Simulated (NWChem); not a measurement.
# OH (SMILES [OH]) at UMP2/aug-cc-pVTZ

What is the vertical electron affinity of OH at UMP2/aug-cc-pVTZ? 

Program for the calculation: NWChem 7.3.0.

8 further runs of the same task are left out: 8 set aside as unsound or not needed. Runs told in other sessions of the task aren't counted.

## 1. Starting point

The species is OH (2 atoms), meant as a doublet with charge 0. SMILES: `[OH]`. Geometry: relaxed at PBE0-D4/def2-TZVP.

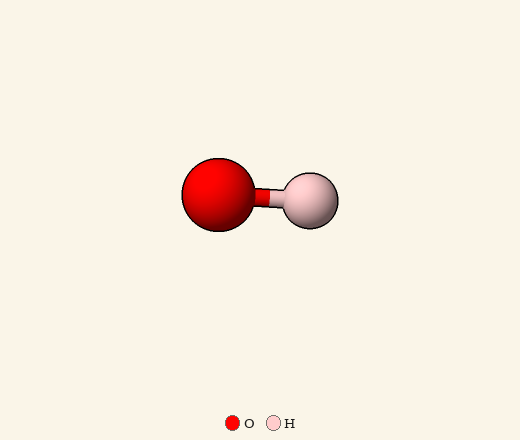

The structure, seen from a chosen angle (oxygen red, hydrogen pink).

## 2. Energy and gradient at UMP2/aug-cc-pVTZ

The input, ho.nw:

```
echo
start ho
title "HO mp2"
memory total 2200 mb

geometry units atomic noautosym nocenter noautoz
O      0.78589930    -0.25161703     0.40544074
H     -0.78589930     0.25161703    -0.40544074
end

basis spherical bse
* library aug-cc-pVTZ
end

scf
doublet
uhf
thresh 1e-08
maxiter 80
end

mp2
freeze core 1
tight
end

task mp2 gradient
```

Run with:

```console
nwchem ho.nw > ho.out
```

Output:

```text
[...]
  functions       =    69
[...]
  wavefunction    = UHF
[...]
         Total SCF energy =    -75.421514491551
      One electron energy =   -112.627500247547
      Two electron energy =     32.855411506919
 Nuclear repulsion energy =      4.350574249078
                       Sz =      0.5000
                 Sz(Sz+1) =      0.7500
                      S^2 =      0.7571
[...]
          Total MP2 energy           -75.626325228025
[...]
                         mp2 ENERGY GRADIENTS
    atom               coordinates                        gradient
                 x          y          z           x          y          z
   1 O       0.785899  -0.251617   0.405441    0.003001  -0.000961   0.001548
   2 H      -0.785899   0.251617  -0.405441   -0.003001   0.000961  -0.001548
[...]
```

Run time: 22 s. Hardware: 1 thread of Intel Xeon Platinum 8259CL at 2.50GHz (Skylake/Cascade Lake), shared host; peak memory 0.14 GiB.

## 3. The singlet anion: a single-point energy at MP2/aug-cc-pVTZ

The input, run.py:

```python
from ase import Atoms
from ase.calculators.nwchem import NWChem

system = Atoms(['O', 'H'], positions=[
    [0.415880, -0.133150, 0.214550],
    [-0.415880, 0.133150, -0.214550],
])

calc = NWChem(
    label='test',
    theory='mp2',
    memory='2200 mb',
    basis='aug-cc-pVTZ',
    basispar='spherical bse',
    charge=-1,
    scf={'nopen': '0', 'rhf': None, 'thresh': '1e-08', 'maxiter': '80'},
    mp2={'freeze': 'core 1', 'tight': None},
    task='energy',
)
system.calc = calc

e = system.get_potential_energy()
print(f"E = {e:.6f} eV")
```

Run with:

```console
export ASE_NWCHEM_COMMAND="nwchem PREFIX.nwi > PREFIX.nwo"
python run.py
```

Output:

```text
E = -2059.963381 eV
```

The calculator wrote test.nwi:

```
title "test"

permanent_dir test

scratch_dir test

start test

geometry units angstrom nocenter noautosym noautoz
  O  4.1588000000000003e-01 -1.3314999999999999e-01 2.1454999999999999e-01
  H  -4.1588000000000003e-01 1.3314999999999999e-01 -2.1454999999999999e-01
end

charge -1

memory 2200 mb

basis spherical bse noprint
   * library aug-cc-pVTZ
end

scf
  nopen 0
  rhf
  thresh 1e-08
  maxiter 80
end
mp2
  freeze core 1
  tight
end

task mp2 energy
```

test.nwo (excerpt; [...] marks lines left out):

```text
[...]
         Total SCF energy =    -75.411741313608
      One-electron energy =   -116.411409780918
      Two-electron energy =     36.649093912498
 Nuclear repulsion energy =      4.350574554812
[... 3 lines left out ...]
             Final eigenvalues
[... 19 lines left out ...]
                       ROHF Final Molecular Orbital Analysis
[...]
          Total MP2 energy           -75.702258574175
[...]
```

It took 27 s on 1 thread of Intel Xeon Platinum 8259CL at 2.50GHz (Skylake/Cascade Lake), shared host; peak memory 0.12 GiB.

## 4. Outcome

At UMP2/aug-cc-pVTZ, 1 core orbital frozen:

```
                                                              quantity         value
                                              doublet OH: total energy  -75.62633 Eh
   doublet OH: dipole moment (of the density that the program reports)        1.67 D
doublet OH: HOMO energy (Hartree–Fock orbitals) (highest over α and β)     -13.97 eV
 doublet OH: LUMO energy (Hartree–Fock orbitals) (lowest over α and β)       0.81 eV
                doublet OH: correlation energy (1 core orbital frozen)    -204.8 mEh
                         doublet OH: ⟨S²⟩ of the reference determinant         0.757
                                  doublet OH: largest force on an atom    0.181 eV/Å
                                           singlet anion: total energy  -75.70226 Eh
                    singlet anion: HOMO energy (Hartree–Fock orbitals)      -2.97 eV
                    singlet anion: LUMO energy (Hartree–Fock orbitals)       4.86 eV
  singlet anion: HOMO–LUMO gap (to an unbound level, set by the basis)       7.83 eV
             singlet anion: correlation energy (1 core orbital frozen)    -290.5 mEh
                     vertical electron affinity (to the singlet anion)      2.066 eV
```

What this shows: At fixed nuclei the extra electron is bound by 2.07 eV (199 kJ/mol).
